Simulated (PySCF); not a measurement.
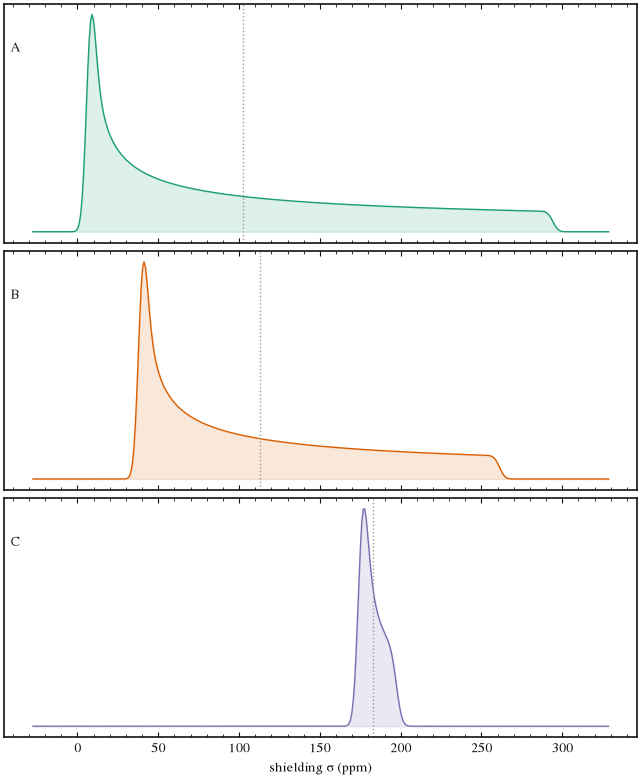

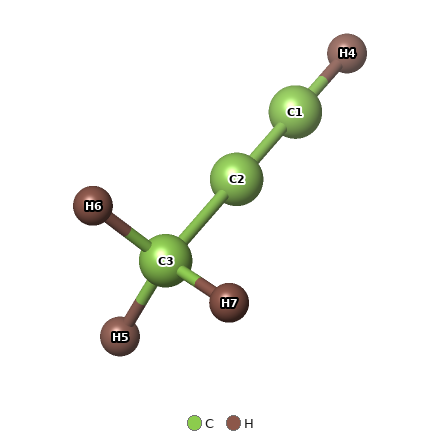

Static powder patterns (¹³C) from GIAO shielding tensors of C₃H₄ (propyne), SMILES C#CC, PBE0/pcSseg-1 with PySCF 2.14.0, at a GFN2-xTB geometry (no frequency check); absolute shielding, one fixed geometry of the isolated molecule without any motion, no dipolar terms. The dotted line is the isotropic value; skew is 3(σiso − σ22)/span.

> The panels belong to C1, C2 and C3. Which is which?

panel A: C2, σ11, σ22, σ33 = 7, 7, 294 ppm, isotropic 103, span 287 ppm, skew 1.00; panel B: C1, σ11, σ22, σ33 = 39, 39, 261 ppm, isotropic 113, span 222 ppm, skew 1.00; panel C: C3, σ11, σ22, σ33 = 175, 175, 197 ppm, isotropic 183, span 22 ppm, skew 1.00.

Known limits of this run: the tight-binding geometry is rougher than a DFT one and adds to the error.
